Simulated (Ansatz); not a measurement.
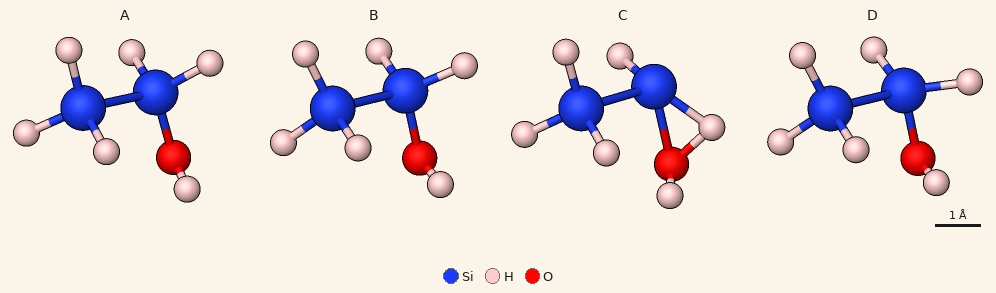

4 geometries from a converged minimum-energy path of Si2H6O, shuffled. The picture is a ball-and-stick view, seen from a free direction.

All numbers below come from RKS r2SCANh-D4/cc-pVDZ in Ansatz 0.2.0. Run with 5 movable images; climbing image; force threshold 0.05 eV/Å; iteration limit 60; starting path through a guess of the saddle point.

One of them is the converged climbing image. Which?

Answer. C. In order along the path, whose images run from 0 to 6: A (image 0, 0.0 kJ/mol), B (image 1, +4.5 kJ/mol), D (image 2, +46.3 kJ/mol), C (image 4, +293.3 kJ/mol). A hydrogen atom shifts from one atom to another. Breaking: H–Si (1.50 → 2.59 Å). Forming: H–O (2.65 → 0.97 Å).

The run took 2.8 min on 2 threads of Intel(R) Xeon(R) 6975P-C (Granite Rapids), on a shared host, peak memory 0.2 GiB.
